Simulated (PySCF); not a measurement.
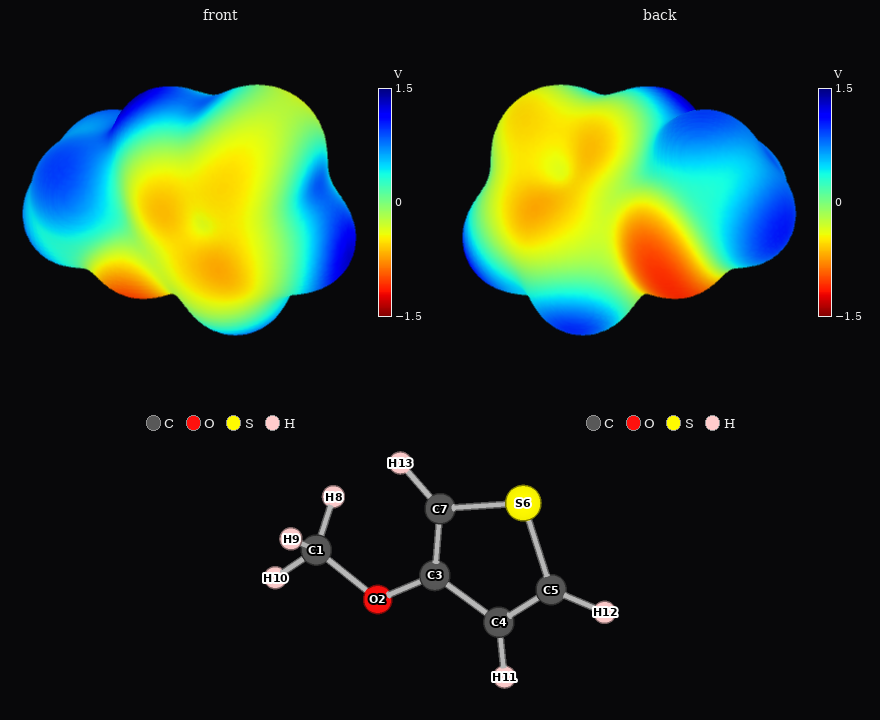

*C5H6OS (SMILES COc1ccsc1). The molecular electrostatic potential painted on the density surface at 0.002 e/bohr³, seen from the front and from behind; red is negative and blue positive. The bare structure is drawn below in the same view.*

Geometry: PBE0-D3(BJ)/def2-TZVP.

Level of theory: PBE0/pcSseg-2, SCF density, gas phase, non-relativistic in PySCF 2.14.0.

```yaml
atoms:
  - { symbol: C, position_ang: [2.0946, -0.0922, -0.6493] }
  - { symbol: O, position_ang: [0.9906, 0.7735, -0.5475] }
  - { symbol: C, position_ang: [-0.1308, 0.2353, -0.0294] }
  - { symbol: C, position_ang: [-1.2905, 1.0435, 0.1197] }
  - { symbol: C, position_ang: [-2.3298, 0.3483, 0.6534] }
  - { symbol: S, position_ang: [-1.9134, -1.2726, 0.9781] }
  - { symbol: C, position_ang: [-0.3191, -1.0526, 0.3967] }
  - { symbol: H, position_ang: [1.8725, -0.9386, -1.3092] }
  - { symbol: H, position_ang: [2.3889, -0.4733, 0.3351] }
  - { symbol: H, position_ang: [2.9109, 0.4908, -1.0714] }
  - { symbol: H, position_ang: [-1.3247, 2.0861, -0.1645] }
  - { symbol: H, position_ang: [-3.3217, 0.7097, 0.8760] }
  - { symbol: H, position_ang: [0.3792, -1.8729, 0.3985] }
```

### Where is the surface potential most negative and most positive?

The most negative region (about −1.1 V, or −25 kcal/mol for a unit charge) lies over O2, the most positive (about +1.3 V, or +30 kcal/mol for a unit charge) over H12 and H13. O2 is the likeliest acceptor of a hydrogen bond.

### How polar is the molecule by this calculation?

Its dipole moment is 1.08 D.
